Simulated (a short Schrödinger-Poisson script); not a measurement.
Stack: symmetric double-gate stack, SiO2 on p-type Si(100), at 300 K.

| layer | material | thickness (nm) | Na (cm⁻³) |
|---|---|---|---|
| 1 | SiO2 | 2.4 | - |
| 2 | Si | 20 | 1e18 |
| 3 | SiO2 | 2.4 | - |

Constants are typed, rounded textbook-type inputs, not results; the design itself was drawn at random and stands for no fabricated device. SiO2: permittivity 3.9, conduction-band edge (eV) 3.15, gap (eV) 9, electron mass (mₑ) 0.5. Si: permittivity 11.7, conduction-band edge (eV) 0, gap (eV) 1.124, Nv at 300 K (cm⁻³) 3.1e19.

Channel valleys (confinement mass, in-plane density-of-states mass, number): Δ2 0.916, 0.19, 2; Δ4 0.19, 0.417, 4. At the gates, both at one voltage, the conduction-band edge of layer 1 lies 3.49 eV − eVg above the Fermi level of the channel. Gaps are held at their typed values at every temperature. Mesh 0.03 nm at interfaces.

Solved with a short Schrödinger-Poisson script written for these runs: 1D Poisson equation in equilibrium, electrons quantum, Hartree (BenDaniel-Duke, 12 states a valley, the channel's in-plane mass for all, wave functions ending at the dielectric), parabolic valleys, classical holes, full ionisation, no traps, pinning or gate leakage.

Only gate voltages with over 1e8 electrons/cm² are shown.

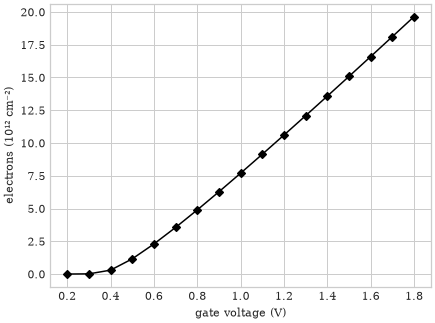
Figure. Sheet density against gate voltage

| Vg (V) | electrons (cm⁻²) | C (μF/cm²) | Δ2 E0 (meV) | Δ2 E1 (meV) | Δ4 E0 (meV) | Δ4 E1 (meV) |
|---|---|---|---|---|---|---|
| 0.2 | 3.20e8 | < 0.003 | 296.8 | 296.8 | 318.4 | 323.1 |
| 0.3 | 1.47e10 | 0.0885 | 197.8 | 197.8 | 219.6 | 224.2 |
| 0.4 | 2.98e11 | 0.982 | 118.1 | 118.1 | 142.5 | 146.5 |
| 0.5 | 1.16e12 | 1.67 | 78.3 | 78.3 | 109.3 | 111.9 |
| 0.6 | 2.29e12 | 1.94 | 55.8 | 55.8 | 93.5 | 95.3 |
| 0.7 | 3.56e12 | 2.09 | 40.3 | 40.3 | 84.0 | 85.3 |
| 0.8 | 4.89e12 | 2.19 | 28.4 | 28.4 | 77.4 | 78.4 |
| 0.9 | 6.28e12 | 2.25 | 18.6 | 18.6 | 72.4 | 73.2 |
| 1 | 7.70e12 | 2.30 | 10.3 | 10.3 | 68.5 | 69.1 |
| 1.1 | 9.14e12 | 2.33 | 2.9 | 2.9 | 65.2 | 65.8 |
| 1.2 | 1.06e13 | 2.36 | -3.8 | -3.8 | 62.5 | 62.9 |
| 1.3 | 1.21e13 | 2.38 | -9.9 | -9.9 | 60.0 | 60.4 |
| 1.4 | 1.36e13 | 2.40 | -15.6 | -15.6 | 57.8 | 58.2 |
| 1.5 | 1.51e13 | 2.42 | -21.0 | -21.0 | 55.8 | 56.1 |
| 1.6 | 1.66e13 | 2.43 | -26.1 | -26.1 | 54.0 | 54.2 |
| 1.7 | 1.81e13 | 2.44 | -31.0 | -31.0 | 52.3 | 52.5 |
| 1.8 | 1.96e13 | 2.45 | -35.8 | -35.8 | 50.6 | 50.9 |

Subbands count from the Fermi level. The capacitance is that of both gates.
